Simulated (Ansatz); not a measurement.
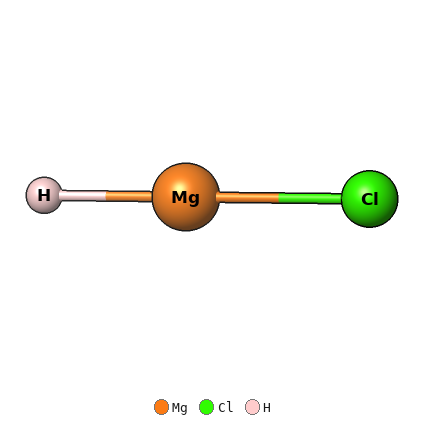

A ball-and-stick model of a molecule.

Computed geometry: PBE0-D4/def2-TZVP optimisation.

Description:

Formula ClHMg. As SMILES it reads `[MgH][Cl]`. The point group is C∞v. All atoms lie on one line. Coordination: 1 Mg linear.

More results for the same structure follow; atom numbers are the same in all pictures, views and colours differ.

## Dipole moment

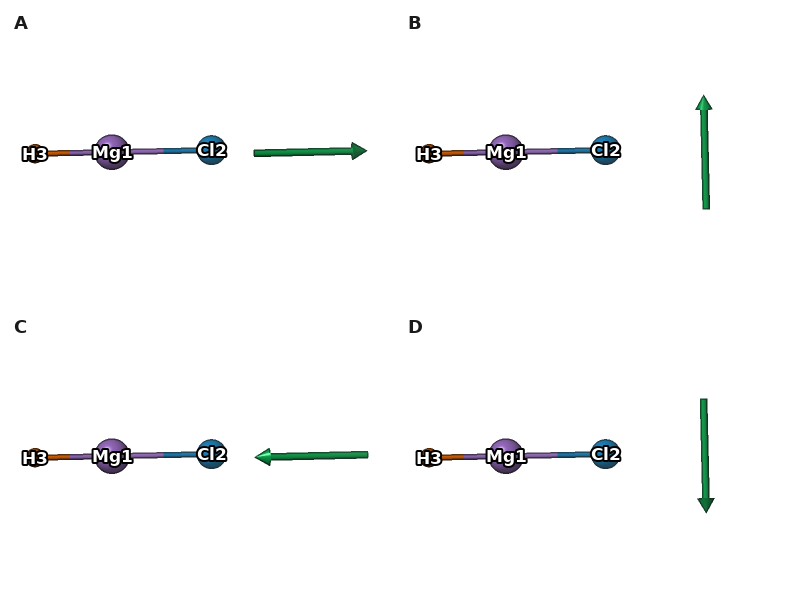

The same molecule four times, each with an arrow. Properties computed with RKS B3LYP-D4/def2-TZVPP (Ansatz 0.2.0).

> Which arrow points along the dipole moment, from the negative to the positive end?

C. The dipole moment is 1.53 D; it points from the side of Cl2 to the side of H3 (the outermost atoms at the two ends).

## Electronic properties

Properties computed with RKS r2SCAN0-D4/def2-TZVPP (Ansatz 0.2.0).

Computed properties:

- HOMO energy (Kohn–Sham orbital): −8.44 eV
- LUMO energy (Kohn–Sham orbital): −0.66 eV
- HOMO–LUMO gap: 7.77 eV

## Vibrations

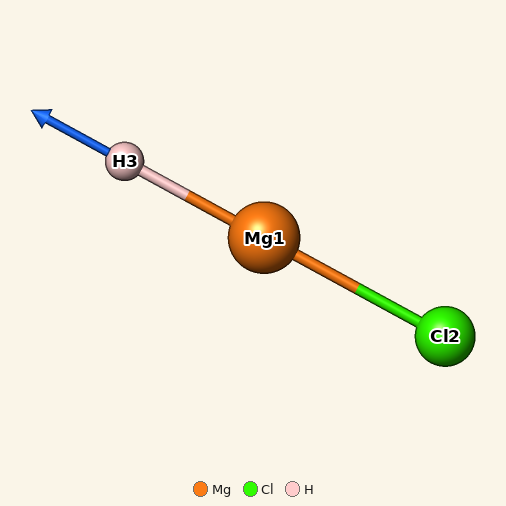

The arrows show one normal mode. Harmonic vibrations computed with RKS PBE0-D4/def2-TZVP (Ansatz 0.2.0) at a stationary point of the same level.

> Describe the motion.

Mostly Mg–H stretching.

> Estimate its harmonic wavenumber.

1672 cm⁻¹; it is mode 4 of 4 counted from the lowest.

## Charges

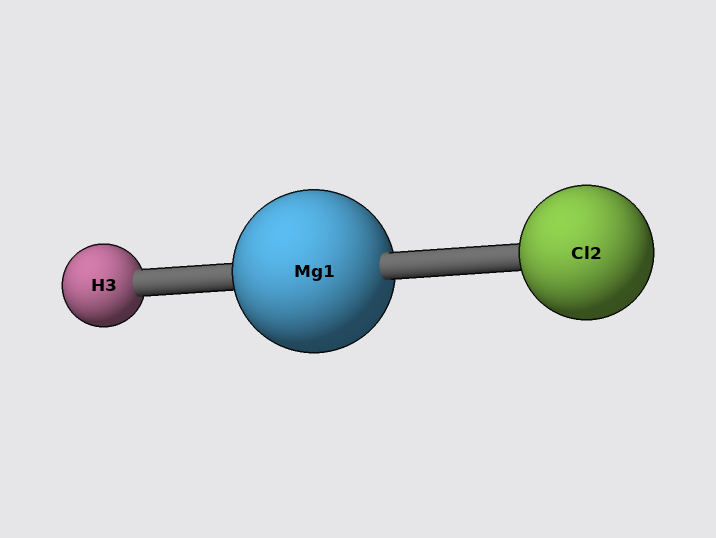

The questions are on Mulliken charges. Properties computed with RKS PBE0-D4/def2-TZVP (Ansatz 0.2.0).

List the Mulliken charges.

| atom | value (e) |
| --- | --- |
| Mg1 | 0.59 |
| Cl2 | −0.47 |
| H3 | −0.12 |

Mulliken values depend strongly on the basis set and can even reverse the polarity of a bond.
